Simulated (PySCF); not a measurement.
C₄H₅N (Cyclopropylisocyanide)

Input file:

```
{"job": {"kind": "nmr", "xc": "PBE0", "basis": "pcSseg-2"}, "charge": 0, "multiplicity": 1}
C      2.655347    -0.750351    -0.310635
N      1.586942    -0.491385     0.077725
C      0.311979    -0.188438     0.543374
C     -0.441400     0.940128    -0.094186
C     -0.866779    -0.472639    -0.337954
H      0.202036    -0.338610     1.610003
H      0.058257     1.460091    -0.900404
H     -1.040349     1.563402     0.556657
H     -0.652449    -0.901600    -1.307558
H     -1.763917    -0.841067     0.141904
```

Launched as:

```sh
OMP_NUM_THREADS=1 python probes_run.py task.json out
```

Geometry: PBE0-D3(BJ)/def2-TZVP.

Theory: PBE0/pcSseg-2, SCF density, gas phase, non-relativistic in PySCF.

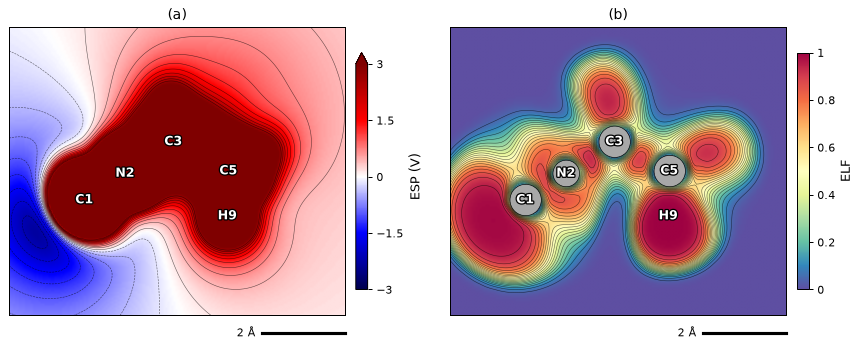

Figure 1. (a) molecular electrostatic potential; (b) ELF on the plane of atoms N2, C3 and C5. Grey discs cover the atomic cores in the ELF map.

**Describe what can be read from this map.**

Atoms in the plane: C, N and H.
C–N (1.17 Å): the ELF peaks at about 0.85 between the atoms: a multiple bond.
C–C (1.50 Å): the ELF peaks at about 0.90 between the atoms: a covalent bond.
C–H (1.08 Å): the ELF climbs to about 1 towards the hydrogen, as it does in any bond to H; a covalent bond by its length.
The ELF also peaks beside C1, away from the bonds: lone-pair regions.
Outside the dense part of the molecule the potential is most negative (−2.3 V) near C1.

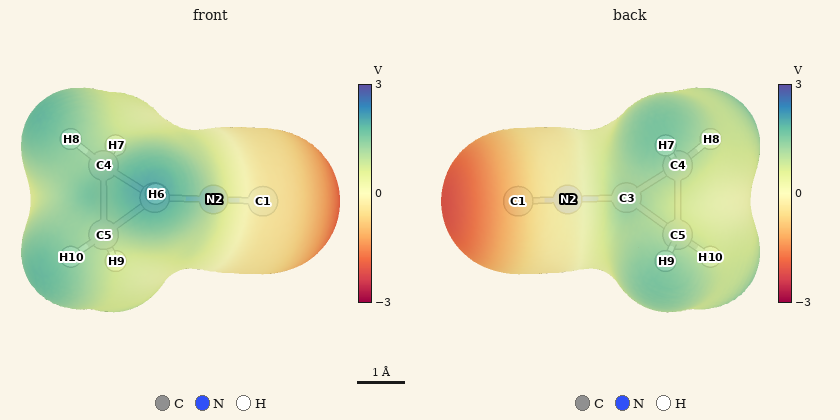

Figure 2. The molecular electrostatic potential painted on the density surface at 0.004 e/bohr³, seen from the front and from behind; red is negative and blue positive.

**Describe the electrostatic potential map.**

The most negative region (about −2.1 V) lies over C1, the most positive (about +2.0 V) over H6.

**What dipole moment does the calculation give?**

Its dipole moment is 4.08 D.
